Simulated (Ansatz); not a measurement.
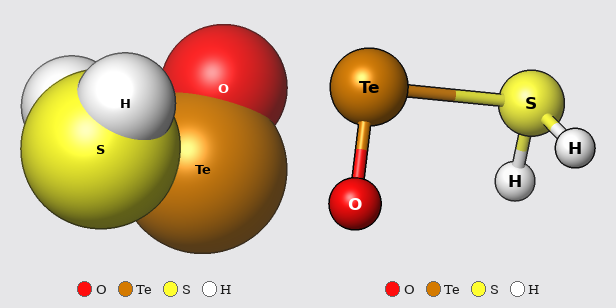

Both panels show the same species.

The geometry was computed by an optimisation with PBE0-D4/def2-TZVP. No frequency run is at hand to confirm it as a minimum.

Give the formula.

H₂OSTe, 5 atoms: 2 hydrogen, 1 oxygen, 1 sulfur and 1 tellurium.

What is the point group of this geometry?

Cs.

The parts below concern this one geometry. Atoms keep their numbers from picture to picture.

**Charges**

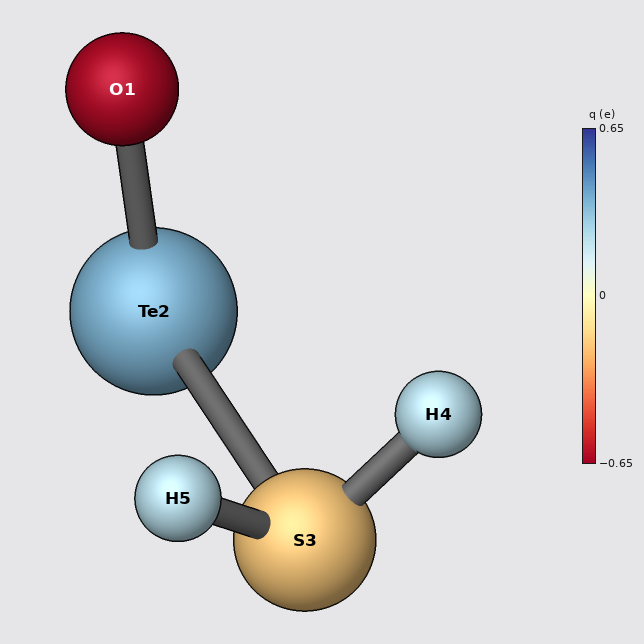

Atoms are coloured by their Mulliken charges. No frequency run is at hand to confirm it as a minimum. Properties computed with RKS PBE0-D4/def2-TZVP, core potentials on Te (Ansatz 0.2.0).

Which atom carries the highest charge (most positive or least negative)?

Te2 (0.36 e).

And the lowest?

O1 (−0.62 e).

List the Mulliken charges.

```csv
atom,value (e)
O1,−0.62
Te2,0.36
S3,−0.18
H4,0.22
H5,0.22
```

**Electronic properties**

No frequency run is at hand to confirm it as a minimum. Method: RKS PBE0-D4/def2-TZVPP, core potentials on Te (Ansatz 0.2.0).

Computed properties:

- HOMO energy (Kohn–Sham orbital): −5.19 eV
- LUMO energy (Kohn–Sham orbital): −2.53 eV
- HOMO–LUMO gap: 2.66 eV

**Dipole moment**

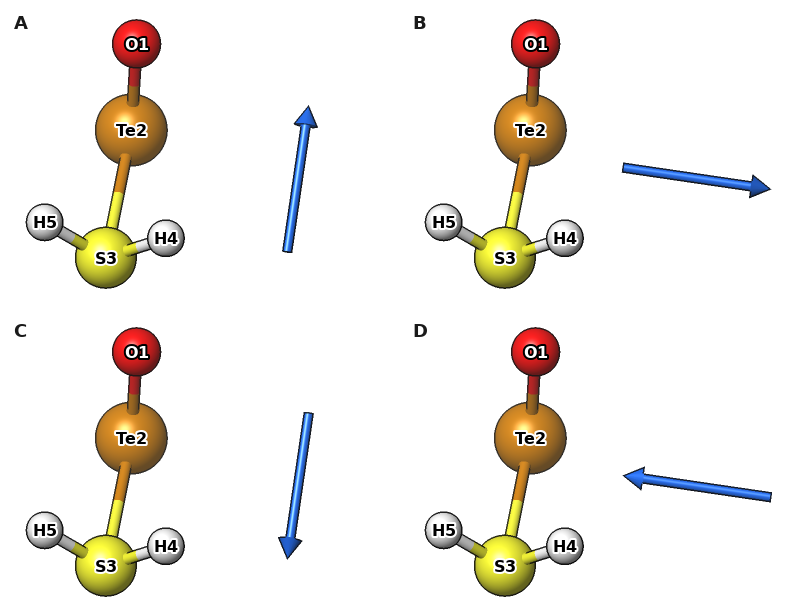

The same molecule four times, each with an arrow. No frequency run is at hand to confirm it as a minimum. Method: RKS PBE0-D4/def2-TZVP, core potentials on Te (Ansatz 0.2.0).

Which arrow points along the dipole moment, from the negative to the positive end?

C. The dipole moment is 4.75 D; it points from the side of O1 to the side of S3 (the outermost atoms at the two ends).

Mulliken values depend strongly on the basis set and can even reverse the polarity of a bond.
